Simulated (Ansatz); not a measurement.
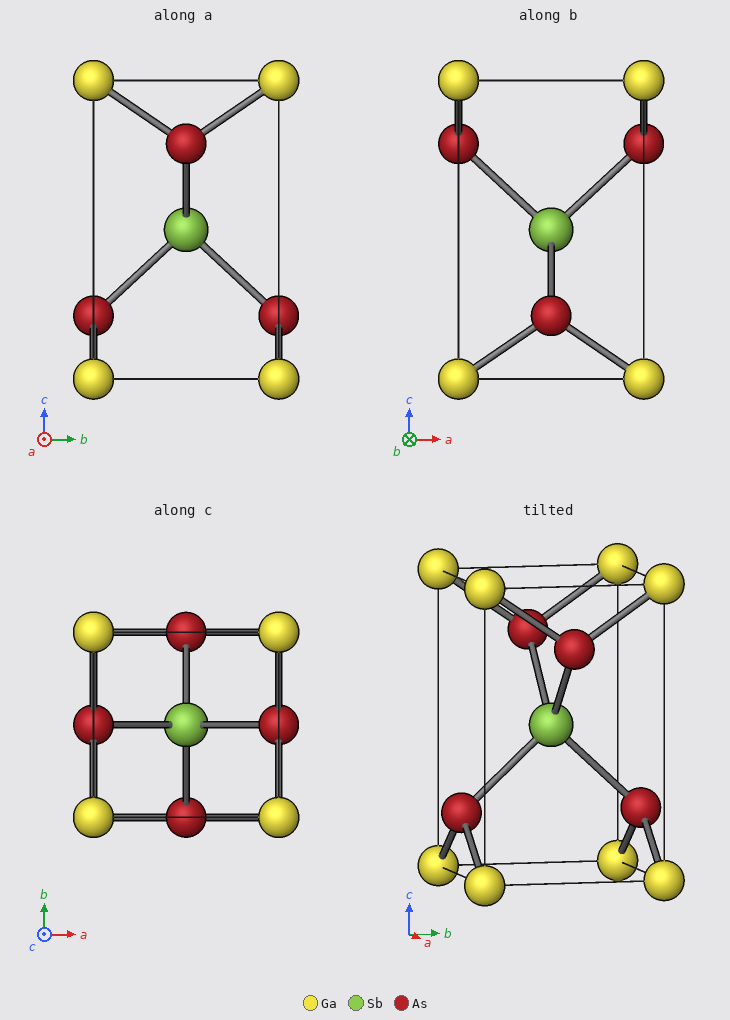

Ball-and-stick representation of a periodic structure, projected along the a axis, along the b axis, along the c axis and slightly off an axis. Lines trace the edges of the conventional unit cell.

Lattice parameters: a = 4.078 Å, b = 4.078 Å, c = 6.571 Å, α = 90.00°, β = 90.00°, γ = 90.00°.

Give the structure in the form of a table of Wyckoff sites, with free fractional coordinates to two decimals.

Answer. Space group P-4m2 (No. 115).
```tsv
atom	site	x	y	z
Ga	1a	0.00	0.00	0.00
Sb	1c	0.50	0.50	0.50
As	2g	0.00	0.50	0.79
```

It goes back to a structure type filled with these elements by a generator (whether the compound takes this form wasn't checked). Relaxation method: DFT PBEsol, scalar-relativistic, plane waves, PAW in Ansatz.
